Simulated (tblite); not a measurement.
Saddle-point search, with input and output: C$_{2}$H$_{8}$OSSi

- system: C$_{2}$H$_{8}$OSSi
- method: GFN2-xTB saddle search (eigenvector following) and harmonic vibrations, gas phase (tblite 0.8.0)

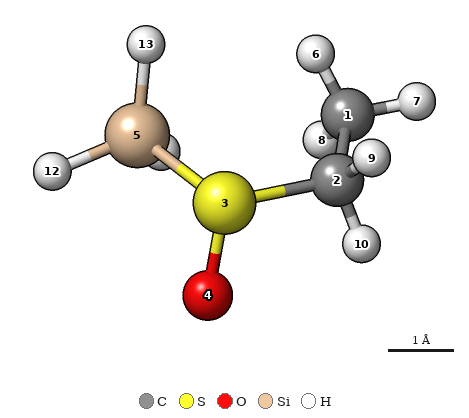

*The starting structure (ball-and-stick view, seen at a tilt; atoms are numbered from 1 in the order of the input).*

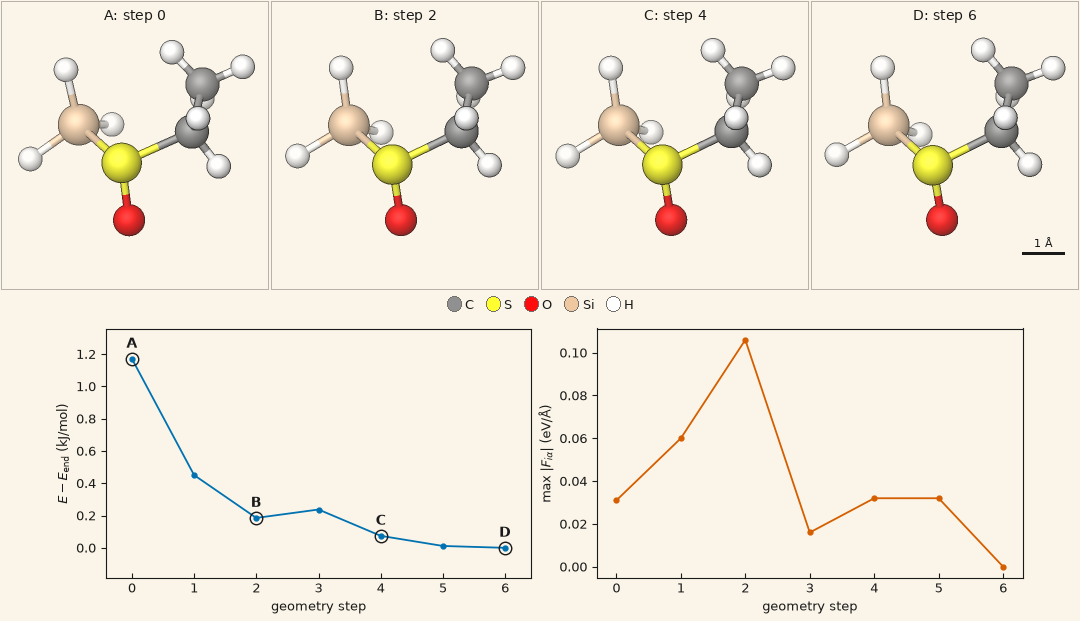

*Frames of the saddle-point search (ball-and-stick view, seen at a tilt) above the curves, on which the letters mark them (steps are counted from 0).*

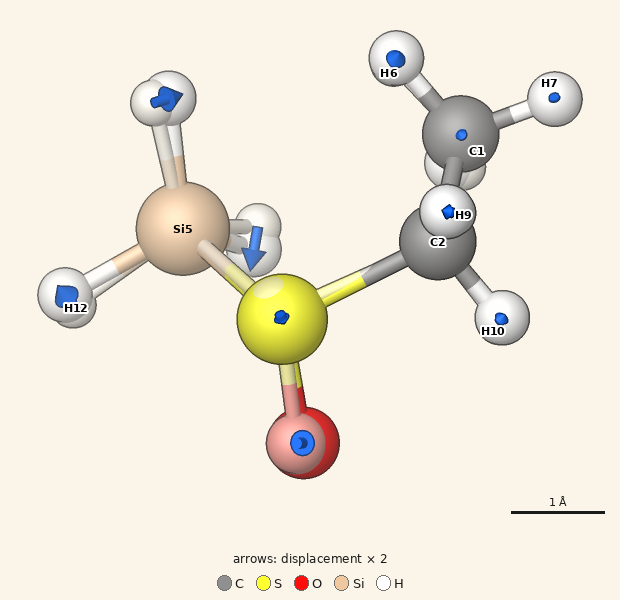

*Start (faint) and end (solid) with the displacements as blue arrows, magnified 2 times (ball-and-stick view, seen at a tilt). The two geometries are laid on each other by the best rigid fit.*

After 6 geometry steps the energy has fallen by 1.17 kJ/mol. Largest force component: 0.031 eV/Å at the start, under 0.0001 eV/Å at the end. The largest move after the best rigid fit is that of H11, 0.25 Å. By element the largest moves are H 0.25 Å, O 0.21 Å, S 0.08 Å, C 0.05 Å, Si 0.02 Å. Among the contacts that change: S3–Si5 2.245 → 2.240 Å. Among the angles that change: S3–Si5–H11 113.0° → 108.7°, S3–Si5–H13 102.3° → 105.8°, O4–S3–Si5 101.4° → 98.2°. (Atoms are counted from 1 in the order of the input.)

These pictures come from the run below.

Input file:
```
{"job": {"xc": "GFN2-xTB", "basis": "xTB", "kind": "saddle"}, "charge": 0, "multiplicity": 1}
C     -1.218239     0.025799     0.942852
C     -1.072518     0.783903    -0.359396
S      0.612343     0.797721    -1.180464
O      0.437386     0.078365    -2.468298
Si     1.828862    -0.680124    -0.007544
H     -0.468761     0.340793     1.665576
H     -2.202172     0.229345     1.367177
H     -1.135388    -1.047116     0.789160
H     -1.301355     1.839175    -0.210049
H     -1.727745     0.386839    -1.133499
H      1.124750    -1.931004     0.233837
H      2.994513    -0.885667    -0.851940
H      2.128324     0.061972     1.212588
```

The first line tells a small driver script what to run in tblite; the rest is the geometry in Å.

Launch command:
```bash
OMP_NUM_THREADS=1 python <driver script> task.json out
```

Log:
```
step      E/eV     max force
  0    -473.00221   0.0387
  1    -473.00968   0.0633
  2    -473.01243   0.1232
  3    -473.01189   0.0187
  4    -473.01358   0.0359
  5    -473.01423   0.0383
  6    -473.01435   0.0000
lowest wavenumbers (cm-1): -91.8 124.9 151.2 185.2 259.2 284.6
```

Trajectory as extended XYZ (Å, eV, eV/Å), 7 frames, from step=0 to step=6:
```
13
Properties=species:S:1:pos:R:3:forces:R:3 step=0 energy=-473.00221
C    -1.2182    0.0258    0.9429   -0.0280   0.0260   0.0060
C    -1.0725    0.7839   -0.3594    0.0010   0.0090   0.0050
S     0.6123    0.7977   -1.1805   -0.0040  -0.0020  -0.0020
O     0.4374    0.0784   -2.4683    0.0080  -0.0310   0.0110
Si    1.8289   -0.6801   -0.0075    0.0010  -0.0020   0.0020
H    -0.4688    0.3408    1.6656    0.0000   0.0110   0.0170
H    -2.2022    0.2293    1.3672    0.0190  -0.0220  -0.0090
H    -1.1354   -1.0471    0.7892    0.0190  -0.0080  -0.0100
H    -1.3014    1.8392   -0.2100    0.0120   0.0100  -0.0050
H    -1.7277    0.3868   -1.1335   -0.0090  -0.0060   0.0040
H     1.1248   -1.9310    0.2338   -0.0230   0.0050  -0.0220
H     2.9945   -0.8857   -0.8519    0.0030   0.0230  -0.0050
H     2.1283    0.0620    1.2126    0.0000  -0.0100   0.0090
13
Properties=species:S:1:pos:R:3:forces:R:3 step=1 energy=-473.00968
C    -1.2101    0.0440    0.9512   -0.0060  -0.0120   0.0300
C    -1.0697    0.7944   -0.3557    0.0020   0.0010  -0.0040
S     0.6070    0.7822   -1.1935   -0.0170  -0.0330  -0.0490
O     0.4273    0.0035   -2.4492    0.0070   0.0190   0.0600
Si    1.8265   -0.6831   -0.0132    0.0040  -0.0340   0.0110
H    -0.4930    0.4021    1.6890   -0.0340  -0.0150  -0.0260
H    -2.2137    0.2020    1.3501    0.0470  -0.0140  -0.0130
H    -1.0707   -1.0266    0.8085   -0.0010   0.0500   0.0120
H    -1.2870    1.8530   -0.2123    0.0050   0.0000  -0.0030
H    -1.7357    0.3956   -1.1201    0.0000   0.0030   0.0040
H     1.1171   -1.9482    0.1356    0.0280   0.0480  -0.0190
H     3.0171   -0.8262   -0.8389   -0.0220   0.0130   0.0240
H     2.0848    0.0071    1.2484   -0.0150  -0.0250  -0.0290
13
Properties=species:S:1:pos:R:3:forces:R:3 step=2 energy=-473.01243
C    -1.2015    0.0590    0.9580    0.0050   0.0000  -0.0040
C    -1.0667    0.8028   -0.3533    0.0020   0.0030  -0.0130
S     0.5979    0.7589   -1.2143   -0.0300  -0.0540  -0.0760
O     0.4030   -0.0661   -2.4401    0.0120   0.0510   0.0930
Si    1.8234   -0.6871   -0.0200    0.0510  -0.0630   0.0230
H    -0.4959    0.4329    1.6965   -0.0010   0.0050   0.0020
H    -2.2081    0.2018    1.3505   -0.0050  -0.0010   0.0020
H    -1.0430   -1.0088    0.8232    0.0050   0.0020   0.0000
H    -1.2658    1.8655   -0.2117    0.0050  -0.0090  -0.0050
H    -1.7489    0.4104   -1.1071    0.0080   0.0070   0.0080
H     1.1368   -1.9751    0.0414    0.0620   0.1060  -0.0100
H     3.0553   -0.7564   -0.8019   -0.1000   0.0060   0.0700
H     2.0135   -0.0380    1.2789   -0.0120  -0.0520  -0.0880
13
Properties=species:S:1:pos:R:3:forces:R:3 step=3 energy=-473.01189
C    -1.2076    0.0491    0.9527    0.0000   0.0010   0.0020
C    -1.0683    0.7998   -0.3542    0.0000   0.0020  -0.0020
S     0.6023    0.7713   -1.2026   -0.0050  -0.0100  -0.0150
O     0.4170   -0.0340   -2.4400   -0.0010   0.0010   0.0160
Si    1.8265   -0.6829   -0.0154    0.0030  -0.0050   0.0010
H    -0.4979    0.4132    1.6926   -0.0020   0.0030   0.0000
H    -2.2128    0.1969    1.3474    0.0030  -0.0010  -0.0010
H    -1.0575   -1.0189    0.8111    0.0030   0.0040   0.0020
H    -1.2749    1.8603   -0.2093    0.0030   0.0000  -0.0010
H    -1.7424    0.4072   -1.1146    0.0000   0.0030   0.0030
H     1.1249   -1.9529    0.0980    0.0070   0.0050  -0.0110
H     3.0298   -0.7975   -0.8250   -0.0030   0.0080   0.0090
H     2.0608   -0.0116    1.2592   -0.0080  -0.0080  -0.0030
13
Properties=species:S:1:pos:R:3:forces:R:3 step=4 energy=-473.01358
C    -1.2030    0.0566    0.9552    0.0000  -0.0010   0.0020
C    -1.0659    0.8064   -0.3523    0.0000   0.0020  -0.0060
S     0.5960    0.7559   -1.2165   -0.0110  -0.0220  -0.0260
O     0.3992   -0.0792   -2.4333    0.0030   0.0160   0.0320
Si    1.8253   -0.6842   -0.0187    0.0140  -0.0170   0.0040
H    -0.5008    0.4298    1.6977   -0.0030   0.0000  -0.0020
H    -2.2116    0.1942    1.3452    0.0040  -0.0010  -0.0010
H    -1.0403   -1.0101    0.8161    0.0010   0.0050   0.0020
H    -1.2585    1.8693   -0.2056    0.0030  -0.0040  -0.0020
H    -1.7514    0.4215   -1.1069    0.0030   0.0040   0.0040
H     1.1396   -1.9673    0.0462    0.0180   0.0270  -0.0060
H     3.0507   -0.7573   -0.8023   -0.0260   0.0050   0.0210
H     2.0207   -0.0356    1.2752   -0.0070  -0.0160  -0.0220
13
Properties=species:S:1:pos:R:3:forces:R:3 step=5 energy=-473.01423
C    -1.1991    0.0649    0.9584    0.0000  -0.0030   0.0040
C    -1.0640    0.8119   -0.3509    0.0000   0.0010  -0.0040
S     0.5900    0.7412   -1.2279   -0.0070  -0.0120  -0.0180
O     0.3824   -0.1167   -2.4271    0.0020   0.0140   0.0210
Si    1.8243   -0.6874   -0.0226    0.0180  -0.0180   0.0060
H    -0.5059    0.4498    1.7035   -0.0050  -0.0030  -0.0050
H    -2.2116    0.1910    1.3422    0.0070  -0.0010  -0.0010
H    -1.0214   -1.0002    0.8237   -0.0020   0.0080   0.0020
H    -1.2444    1.8770   -0.2045    0.0010  -0.0040  -0.0020
H    -1.7589    0.4328   -1.0997    0.0030   0.0020   0.0030
H     1.1572   -1.9815   -0.0028    0.0180   0.0300  -0.0010
H     3.0681   -0.7198   -0.7803   -0.0320   0.0010   0.0210
H     1.9832   -0.0629    1.2881   -0.0020  -0.0150  -0.0260
13
Properties=species:S:1:pos:R:3:forces:R:3 step=6 energy=-473.01435
C    -1.1991    0.0654    0.9583    0.0000   0.0000   0.0000
C    -1.0637    0.8126   -0.3510    0.0000   0.0000   0.0000
S     0.5887    0.7387   -1.2297    0.0000   0.0000   0.0000
O     0.3791   -0.1223   -2.4257    0.0000   0.0000   0.0000
Si    1.8247   -0.6873   -0.0227    0.0000   0.0000   0.0000
H    -0.5048    0.4488    1.7028    0.0000   0.0000   0.0000
H    -2.2108    0.1930    1.3431    0.0000   0.0000   0.0000
H    -1.0233   -0.9997    0.8230    0.0000   0.0000   0.0000
H    -1.2418    1.8779   -0.2043    0.0000   0.0000   0.0000
H    -1.7600    0.4352   -1.0991    0.0000   0.0000   0.0000
H     1.1622   -1.9818   -0.0074    0.0000   0.0000   0.0000
H     3.0692   -0.7139   -0.7760    0.0000   0.0000   0.0000
H     1.9797   -0.0667    1.2885    0.0000   0.0000   0.0000
```

Key numbers:

| quantity | value |
| --- | --- |
| outcome | converged |
| total energy | −473.0143 eV |
| point group | C1 |
| hardware | 1 CPU thread, shared host |
| wall time | 2.2 s |
| peak memory | 0.19 GiB |
